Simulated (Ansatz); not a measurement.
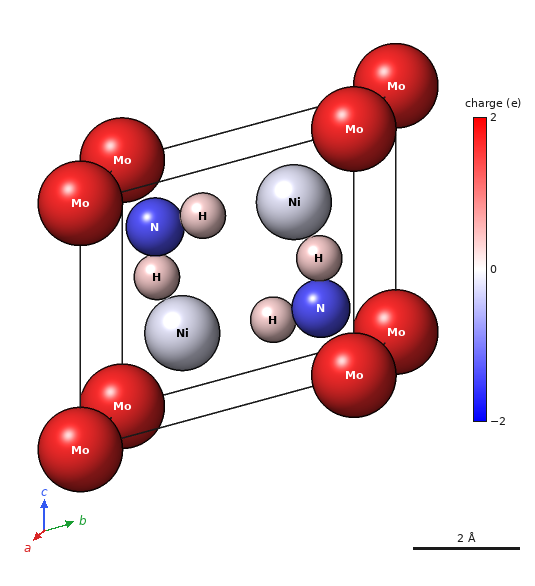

Drawn in the spheres-only manner and seen slightly off an axis. The edges of the simulation cell are marked. The atoms of this Ni₂MoH₄N₂ cell are coloured by their Bader charge.

Calculation details: DFT, PAW plane waves, HSE06 (Ansatz 0.2.0); plane waves up to 420 eV, a 4×4×2 mesh of k-points, Methfessel-Paxton smearing of 0.028 eV, no spin polarisation (a spin-restricted run, not always the ground state). The pressure of the cell is 37 GPa.

> What do the colours say about charge transfer?

Most positive: Mo; most negative: N. Charges: about Ni -0.2 e; Mo +1.7 e; H +0.3 to +0.4 e; N -1.3 e.

The structure is a generated cell, made by putting these elements into a known structure type (the compound may or may not exist in this form); no relaxation was done. It went into a calculation with Ansatz.

At this level of theory the cell isn't at rest (compressed, at 37 GPa and forces up to 3.7 eV/Å), so its distances can differ from those at equilibrium, the more so the softer the solid.
